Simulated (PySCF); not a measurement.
# CH9AlN2Si (SMILES C[N]([AlH2])[SiH2]N): what the fields show

The calculation's input:

```
{"job": {"kind": "uv", "xc": "B3LYP", "basis": "def2-SVPD", "nstates": 8, "ntriplets": 3}, "charge": 0, "multiplicity": 1}
C     -1.142031    -1.077054    -0.611120
N     -0.596791     0.108671     0.049669
Al    -1.319439     1.756234     0.086187
Si     0.937033    -0.111216     0.855168
N      2.102099    -0.587699    -0.321229
H     -1.303895    -1.883658     0.107541
H     -2.098823    -0.837240    -1.079099
H     -0.461213    -1.444987    -1.381432
H     -2.470886     2.117018     1.049900
H     -0.840548     2.856601    -0.890344
H      0.909484    -1.211882     1.818905
H      1.112408     1.212750     1.502230
H      2.138658    -0.073681    -1.188149
H      3.033265    -0.824331    -0.020393
```

Run with:

```sh
OMP_NUM_THREADS=1 python probes_run.py task.json out
```

Geometry: GFN2-xTB.

The calculation used B3LYP/def2-SVPD, SCF density, gas phase (PySCF 2.14.0).

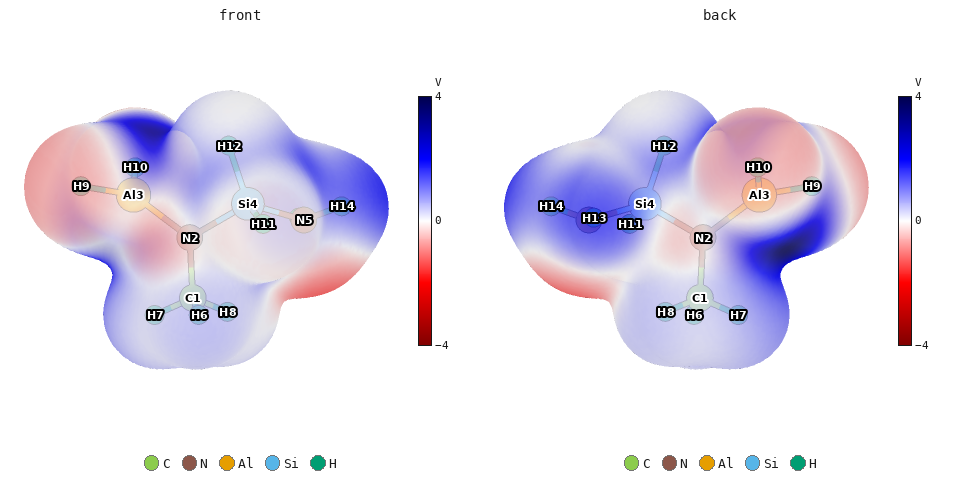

Figure 1. The electrostatic potential painted on the density surface at 0.002 e/bohr³, seen from the front and from behind; red is negative and blue positive.

Question: Which sites attract a positive test charge, and which a negative one?

Answer: A positive charge is drawn to the negative regions and a negative charge to the positive ones. The most negative region (about −1.1 V) lies over N5, the most positive (about +3.7 V) over Al3. N5 is the likeliest acceptor of a hydrogen bond.

Question: What dipole moment does the calculation give?

Answer: Its dipole moment is 1.38 D.

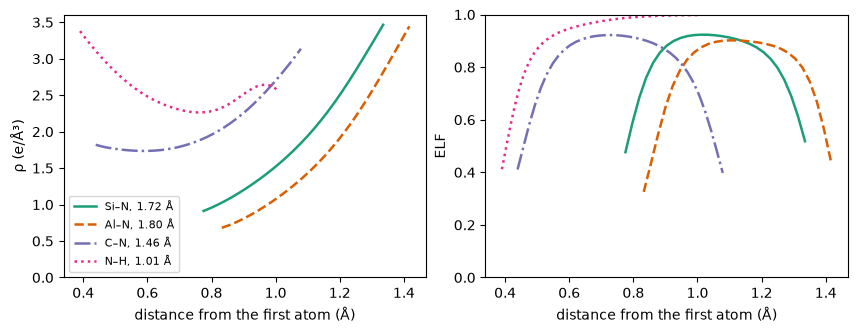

Figure 2. Electron density and ELF along straight lines between neighbouring atoms. The curves leave out the atomic cores.

Question: What can be read from the curves?

Answer: Si–N (1.72 Å): ρ is about 1.1 e/Å³ halfway; the ELF peaks at about 0.90 between the atoms, as expected for a polar covalent bond.
Al–N (1.80 Å): ρ at the midpoint is about 0.81 e/Å³; the ELF peaks at about 0.90 in the valence shell of N, 0.7 Å from its nucleus, and is about 0.65 at the midpoint.
C–N (1.46 Å): ρ at the midpoint is about 1.8 e/Å³; the ELF peaks at about 0.90 between the atoms, as expected for a covalent bond.
N–H (1.01 Å): ρ is about 2.8 e/Å³ halfway; the ELF climbs to about 1 towards the hydrogen, as it does in any bond to H: a covalent bond by its length.
